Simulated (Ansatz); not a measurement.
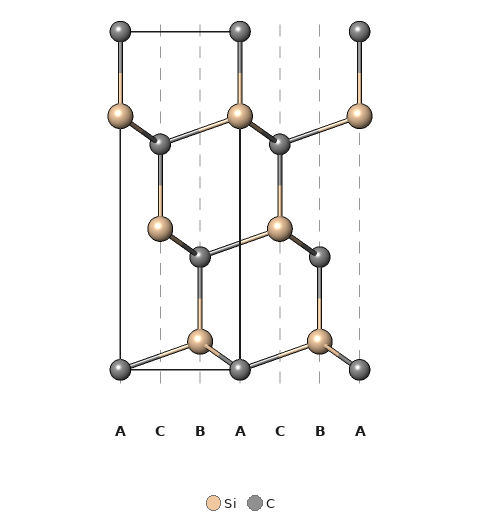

Projection along an edge of the hexagonal mesh, stacking direction [111] upwards. The dashed lines mark the three columns A (0, 0), B (1/3, 2/3) and C (2/3, 1/3). The box is the hexagonal cell of the face-centred cubic lattice. The sequence starts with the first layer at or above the cell's origin.

SiC (space group F-43m, No. 216): the end point of a relaxation with Ansatz, DFT PBE, scalar-relativistic, plane waves, PAW.

Q: List the layers of one repeat.

A: C(A) – Si(B) – C(B) – Si(C) – C(C) – Si(A) (six layers in 7.59 Å).
